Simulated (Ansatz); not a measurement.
# CH5B2ClO: ladder of methods at one geometry, by script

How do the methods compare on CH5B2ClO, in result and in cost? Aim: a ladder of methods at one geometry, for CH5B2ClO, run from a script. SMILES: OCBBCl.

Program: Ansatz 0.2.0, driven from Python. The levels of theory stand in the script. These are calculated values, not measurements.

## 1. The structure

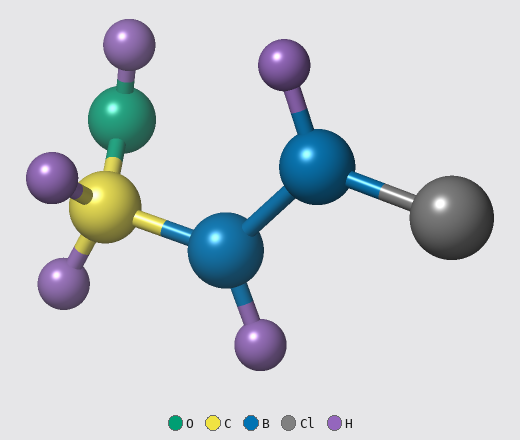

The starting structure, viewed from a chosen angle; oxygen teal, carbon yellow, boron blue, chlorine grey, hydrogen purple.

Input file ch5b2clo.xyz:

```xyz
10

O    -1.76710    0.47230   -0.11130
C    -0.87760   -0.24580   -0.83100
B     0.57070    0.22670   -0.47570
B     1.27820    0.02510    1.06720
Cl    2.92960    0.52680    1.44700
H    -1.92280    0.10480    0.76520
H    -0.96600   -1.32700   -0.61190
H    -0.99490   -0.06950   -1.92370
H     1.30190    0.70420   -1.25660
H     0.53110   -0.46870    1.93370
```

## 2. The script

File methods_ch5b2clo.py:

```python
'''One geometry of CH5B2ClO, method by method.'''

from dataclasses import dataclass
from pathlib import Path

import ansatz as az
import numpy as np


@dataclass
class Settings:
    basis_set: str = 'cc-pVDZ'


settings = Settings()

system = az.Crystal.molecule_from_extxyz('ch5b2clo.xyz')

setup = system.calculation().basis(gaussian=settings.basis_set)

print('functional    E (Ha)        dipole (D)   HOMO (eV)  LUMO (eV)')
for name in ['pbe', 'pbe0', 'lc_wpbe', 'revpbe', 'b3lyp']:
    report = setup.functional(name).forces().orbitals().run(threads=1, runs_dir='runs').report
    lines = Path(report['orbitals_path']).read_text().splitlines()
    field_of = lambda key: [line.split('=')[1].strip() for line in lines if line.startswith(key)]
    orbitals = [(27.211386 * float(e), s, float(n)) for e, s, n in zip(field_of('Ene='), field_of('Spin='), field_of('Occup='))]
    homo = max(e for e, _, n in orbitals if n > 0.5)
    lumo = min(e for e, _, n in orbitals if n < 0.5)
    dipole = 4.803205 * np.linalg.norm(report['charge_distribution']['dipole_moment_e_ang'])
    print(f'{name:10s} {report["free_energy_ev"] / 27.211386246:14.6f} {dipole:9.3f} {homo:11.3f} {lumo:10.3f}')
```

## 3. The input behind the calls

The engine receives this input (first run):

```yaml
crystal:
  periodic: [false, false, false]
  atoms:
    - { symbol: O, position_ang: [-1.7671, 0.4723, -0.1113] }
    - { symbol: C, position_ang: [-0.8776, -0.2458, -0.831] }
    - { symbol: B, position_ang: [0.5707, 0.2267, -0.4757] }
    - { symbol: B, position_ang: [1.2782, 0.0251, 1.0672] }
    - { symbol: Cl, position_ang: [2.9296, 0.5268, 1.447] }
    - { symbol: H, position_ang: [-1.9228, 0.1048, 0.7652] }
    - { symbol: H, position_ang: [-0.966, -1.327, -0.6119] }
    - { symbol: H, position_ang: [-0.9949, -0.0695, -1.9237] }
    - { symbol: H, position_ang: [1.3019, 0.7042, -1.2566] }
    - { symbol: H, position_ang: [0.5311, -0.4687, 1.9337] }
basis:
  gaussian:
    orbitals: cc-pVDZ
hamiltonian:
  xc: pbe
output:
  orbitals: {}
  forces: true
```

## 4. The run

Started as:

```bash
$ python methods_ch5b2clo.py
```

What it wrote:

```text
functional    E (Ha)        dipole (D)   HOMO (eV)  LUMO (eV)
pbe           -625.784640     1.543      -5.688     -3.953
pbe0          -625.850841     1.537      -7.157     -3.092
lc_wpbe       -625.962102     1.580      -9.928     -0.767
revpbe        -626.063741     1.534      -5.643     -3.852
b3lyp         -626.224892     1.486      -6.890     -3.229
```

Run time: 19 s. Hardware: 1 thread of Arm Neoverse V2, shared host; peak memory 0.26 GiB.

## 5. Inputs of later runs

The engine's inputs for some of the other runs:

Run 2, against run 1:

```diff
@@ -18 +18 @@
-  xc: pbe
+  xc: pbe0
```

Run 3, against run 1:

```diff
@@ -18 +18 @@
-  xc: pbe
+  xc: lc_wpbe
```

Run 4, against run 1:

```diff
@@ -18 +18 @@
-  xc: pbe
+  xc: revpbe
```

## 6. The runs side by side

One row for each of the 5 runs:

```tsv
run	functional	energy (eV)	SCF cycles	CPU time (s)
1	pbe	-17028.4676	17	3
2	pbe0	-17030.2690	19	4.3
3	lc_wpbe	-17033.2965	19	4.2
4	revpbe	-17036.0623	17	3
5	b3lyp	-17040.4474	19	4.3
```

Totals under unlike functionals or potentials can't be compared directly.

The fields below are those of run 1.

## 7. Pictures from the orbitals

Orbitals, density, ELF and potential are computed afterwards from the orbital file.

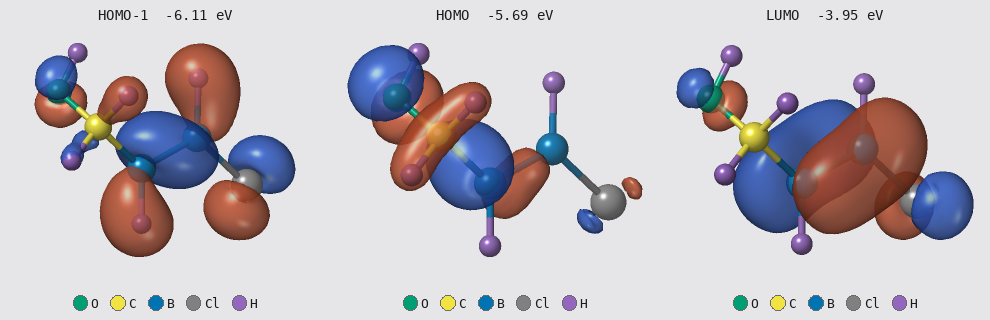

PBE/cc-pVDZ orbitals near the gap, drawn at the value that encloses 70 % of each; the two colours are the two signs.

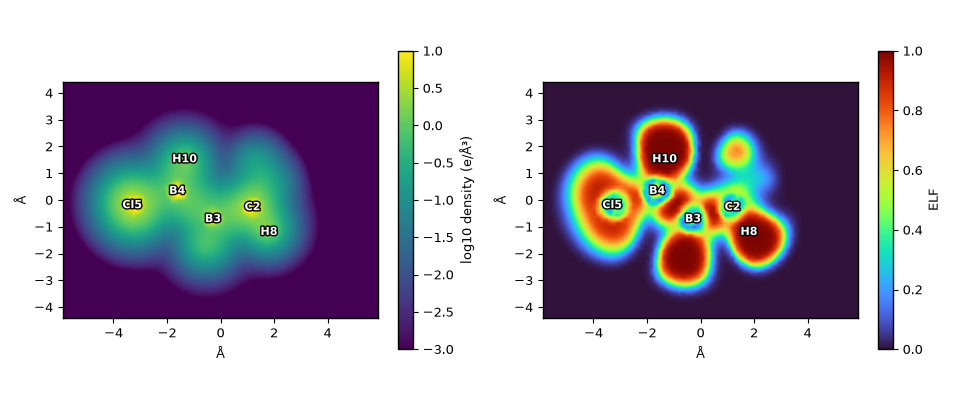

Density (left) and ELF (right) in a plane through or near 6 of the atoms.

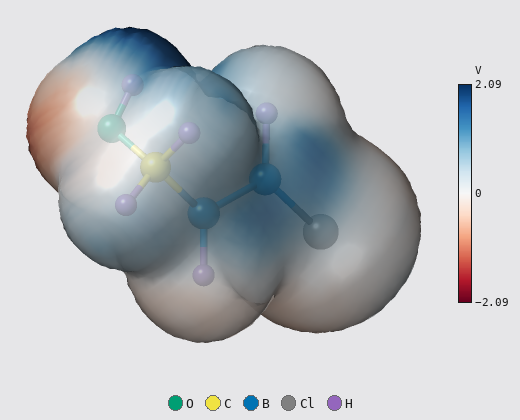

The potential that a unit positive charge feels on the 0.002 e/bohr³ surface, from -1.01 V near O1 to 2.09 V near H6.

## 8. What came out

```
                                     quantity    value
                                runs compared        5
HOMO-LUMO gap of the mean field (PBE/cc-pVDZ)  1.74 eV
```

All 5 runs converged (17 to 19 cycles). What to keep in mind:
- The geometry is a force-field or estimated start, not a minimum of this method, and the basis set is short of its limit. A lower total doesn't mark the better method: functionals have no common bound, and MP2 and coupled cluster aren't variational.
- b3lyp holds the VWN-RPA fit, as in Gaussian; the form of ORCA and Turbomole is b3lyp5.
- Levels such as HOMO and LUMO are orbital energies: with these approximate functionals they aren't the ionisation energy and electron affinity, and their gap isn't the fundamental gap.
- For Al to Cl the sets with a tight d function, cc-pV(X+d)Z, are usual.
